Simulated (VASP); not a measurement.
Consider the following.

```
Ir
1.0
    0.00000     1.94258     1.94258
    1.94258     0.00000     1.94258
    1.94258     1.94258     0.00000
Ir
1
Direct
  0.00000   0.00000   0.00000
```

Computed with optB88-vdW, VASP's PBE PAW potentials (set 64) (plane waves; VASP 6.6.1). Settings: 520 eV cut-off, 18×18×18 Γ-centred mesh, tetrahedra with Blöchl corrections, potentials Ir.

Unless said otherwise, spin-orbit coupling is left out, though it shifts the bands of the heavy elements here.

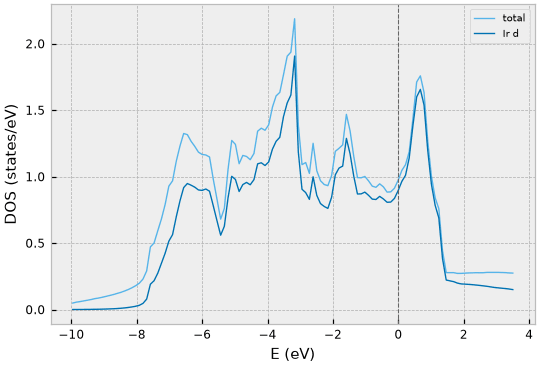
Total and projected density of states, zero at the Fermi level

Within 2 eV below the Fermi level the largest weight inside VASP's projection spheres is Ir d.

It has no gap at this level: it comes out as a metal or semimetal.

The compound is Ir in the fcc structure. It was relaxed first.
